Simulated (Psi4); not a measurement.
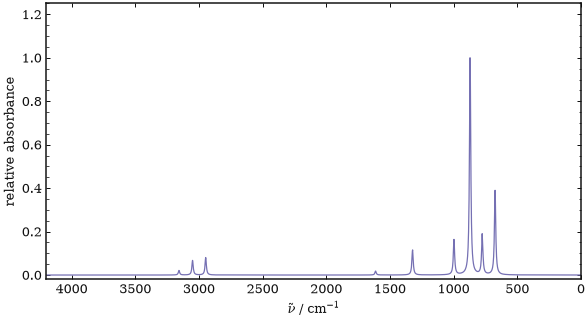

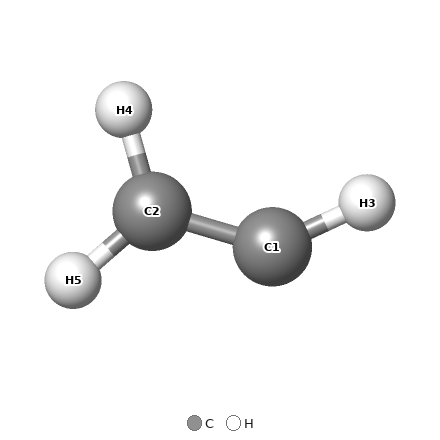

Infrared spectrum of C₂H₃, SMILES [CH]=C, doublet. Unscaled harmonic wavenumbers and double-harmonic intensities, BLYP/def2-SVP (dispersion D3(BJ)) in Psi4 1.11, at a geometry relaxed at this level, isolated molecule. Lorentzian lines of 12 cm⁻¹ full width. Close modes add up in the curve.

**Which is the highest mode?**

3156.6 cm⁻¹ (1.3 km/mol).

**Which lines are the most intense?**

870.3 cm⁻¹ (64.9 km/mol), 674.0 cm⁻¹ (24.9 km/mol) and 774.8 cm⁻¹ (12.0 km/mol).

**List the modes.**

| cm⁻¹ | km/mol |
| --- | --- |
| 674.0 | 24.9 |
| 774.8 | 12.0 |
| 870.3 | 64.9 |
| 997.0 | 10.4 |
| 1322.3 | 7.5 |
| 1612.6 | 1.2 |
| 2946.8 | 5.2 |
| 3050.1 | 4.3 |
| 3156.6 | 1.3 |

Caveats: double-zeta basis.
